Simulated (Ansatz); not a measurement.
## Electronic structure of ClF3Ti···HF in real space

The calculation's input:

```
crystal:
  periodic: [false, false, false]
  atoms:
    - {symbol: Ti, position_ang: [-0.645560, -0.103511, 0.271710]}
    - {symbol: F, position_ang: [1.470557, -0.326490, -1.055091]}
    - {symbol: F, position_ang: [-0.056633, -1.664169, 0.756561]}
    - {symbol: F, position_ang: [-1.214410, -0.016148, -1.367255]}
    - {symbol: F, position_ang: [-2.093096, 0.083548, 1.205504]}
    - {symbol: H, position_ang: [1.965895, 0.401572, -0.760532]}
    - {symbol: Cl, position_ang: [0.573147, 1.625198, 0.949003]}
basis:
  gaussian: {orbitals: def2-TZVPP}
hamiltonian: {xc: pbe0, dispersion: d4}
output: {orbitals: {seedname: orbitals}}
```

Launched as:

```sh
ansatz run in.yaml --threads 8 --pin off --events-out ev --progress --plain --max-ram 19148MiB
```

The product side of a reaction path; geometry: PBE0-D4/def2-TZVP.

The calculation used RKS PBE0-D4/def2-TZVPP (Ansatz 0.2.0).

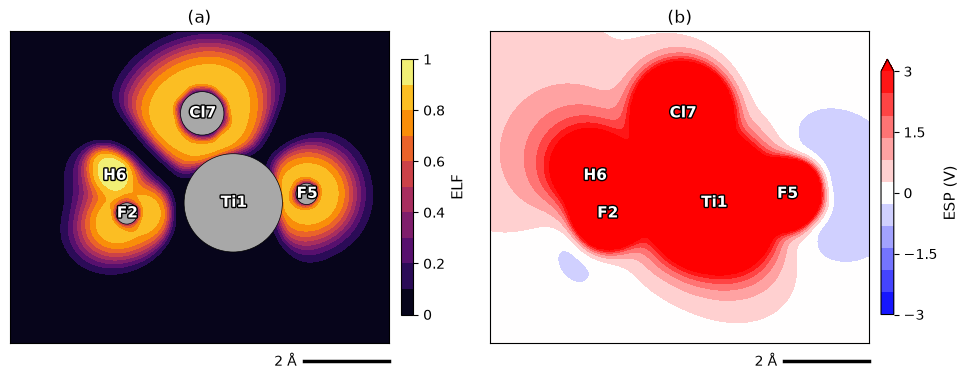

Figure 1. (a) ELF; (b) electrostatic potential on the plane of atoms F5, Ti1 and Cl7. Grey discs cover the atomic cores in the ELF map.

> Read the bonding off the picture.

- The plane passes through Ti, F, H and Cl nuclei.
- Ti1···F2 (2.51 Å): the ELF is about 0.05 at the midpoint.
- Ti–F (1.73 Å): the ELF peaks at about 0.80 in the valence shell of F, 0.5 Å from its nucleus, and drops to about 0.25 between the two atoms.
- Ti–Cl (2.22 Å): the ELF peaks at about 0.85 in the valence shell of Cl, 0.8 Å from its nucleus, and is about 0.50 at the midpoint.
- F–H (0.93 Å): the ELF climbs to about 1 towards the hydrogen, as it does in any bond to H: a covalent bond by its length.
- The ELF also peaks beside F2, away from the bonds: lone-pair regions.
- Outside the dense part of the complex the potential is most negative (−0.7 V) near F5.

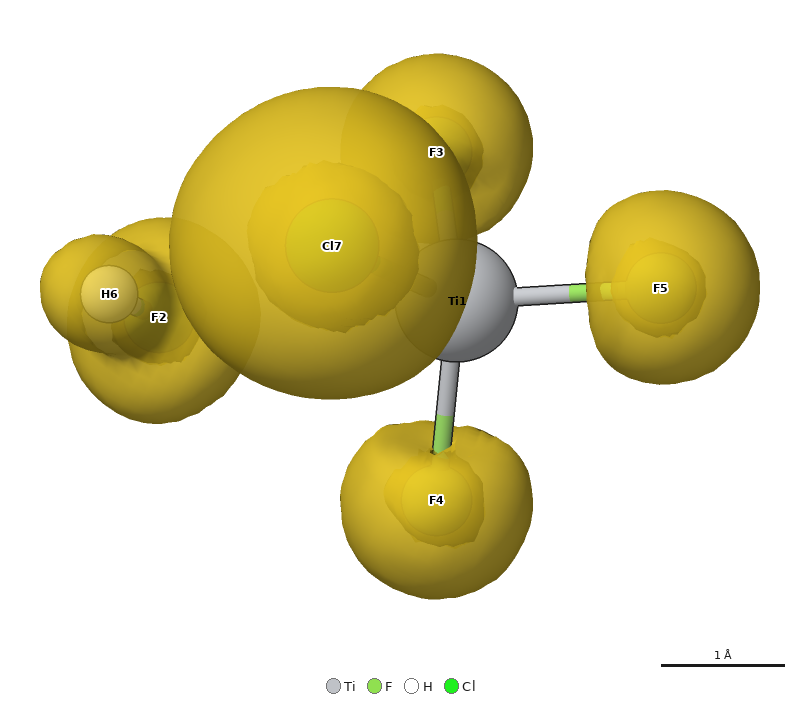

Figure 2. Isosurface of the ELF at 0.75 (yellow), seen from one side. Only the valence region is drawn (cores and ρ < 0.01 e/Å³ removed).

> Describe the localisation domains.

At this value the surface marks out one region wrapped around Cl (its valence shell), three regions wrapped around F (the valence shell of each) and one joined region spread over several atoms (F, H), in which their bonds and any lone pairs are merged.

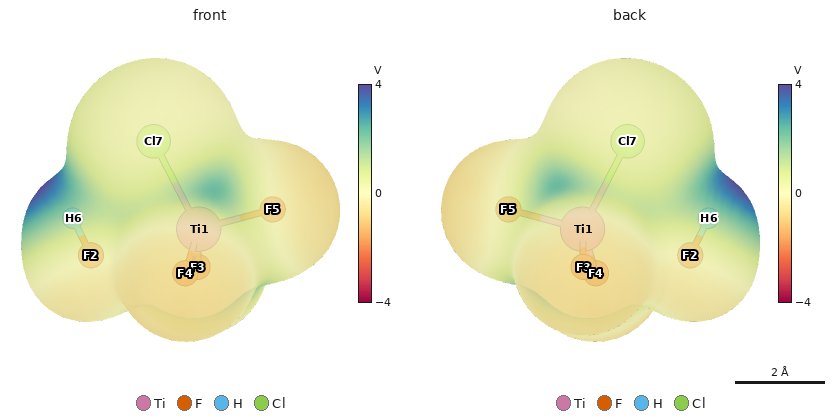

Figure 3. The molecular electrostatic potential painted on the density surface at 0.002 e/bohr³, seen from the front and from behind; red is negative and blue positive.

> Describe the electrostatic potential map.

The most negative region (about −0.7 V, or −16 kcal/mol for a unit charge) lies over F3, F4 and F5, the most positive (about +3.9 V, or +90 kcal/mol for a unit charge) over H6.
